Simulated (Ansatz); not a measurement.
```yaml
atoms:
  - { symbol: W, position_ang: [0.1443, -0.2938, -0.5304] }
  - { symbol: F, position_ang: [-0.0669, 0.4419, 3.1732] }
  - { symbol: O, position_ang: [1.5998, -0.7549, 0.4158] }
  - { symbol: H, position_ang: [2.5002, -0.8502, 0.6904] }
  - { symbol: Cl, position_ang: [0.1073, 1.9302, 0.3450] }
  - { symbol: H, position_ang: [-1.1314, -0.6514, 0.4654] }
  - { symbol: Cl, position_ang: [-0.1122, -2.3892, -1.5373] }
  - { symbol: F, position_ang: [-0.4644, 0.4523, -2.0972] }
  - { symbol: H, position_ang: [-0.0796, 1.1632, 2.6254] }
```

Core potentials replace the inner electrons of W.

Computed with UHF/def2-SVP (Ansatz 0.2.0).

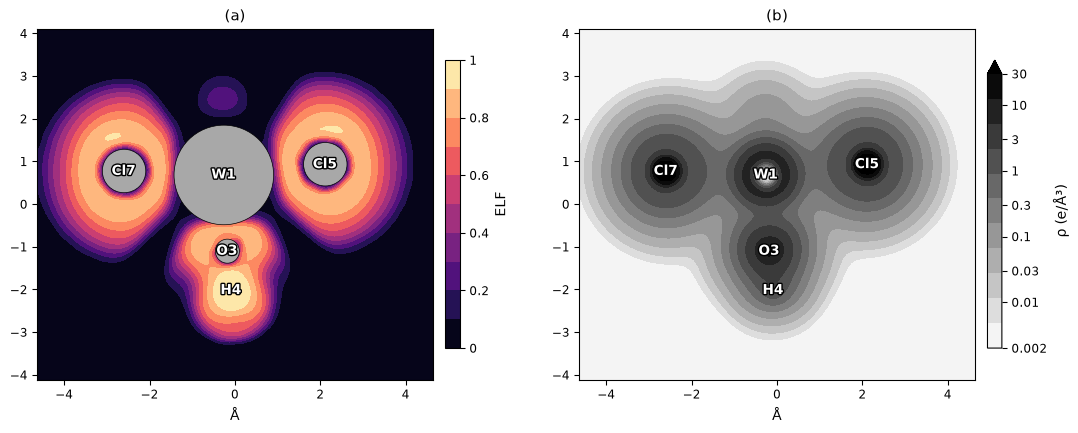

Cl₂FH₂OW···HF (doublet). (a) electron localisation function; (b) electron density on the plane of atoms Cl5, W1 and Cl7. Grey discs cover the atomic cores in the ELF map.

> Describe what can be read from this map.

The plane passes through W, O, H and Cl nuclei.
W–O (1.80 Å): the density is about 1.2 e/Å³ at the midpoint; the ELF peaks at about 0.80 in the valence shell of O, 0.5 Å from its nucleus, and drops to about 0.25 between the two atoms.
W–Cl (2.34 Å): the density is about 0.63 e/Å³ at the midpoint; the ELF peaks at about 0.85 in the valence shell of Cl, 0.8 Å from its nucleus, and is about 0.40 at the midpoint.
W–Cl (2.39 Å): the density is about 0.56 e/Å³ at the midpoint; the ELF peaks at about 0.85 in the valence shell of Cl, 0.9 Å from its nucleus, and is about 0.35 at the midpoint.
O–H (0.95 Å): ρ at the midpoint is about 3.9 e/Å³; the ELF climbs to about 1 towards the hydrogen, as it does in any bond to H; a covalent bond by its length.
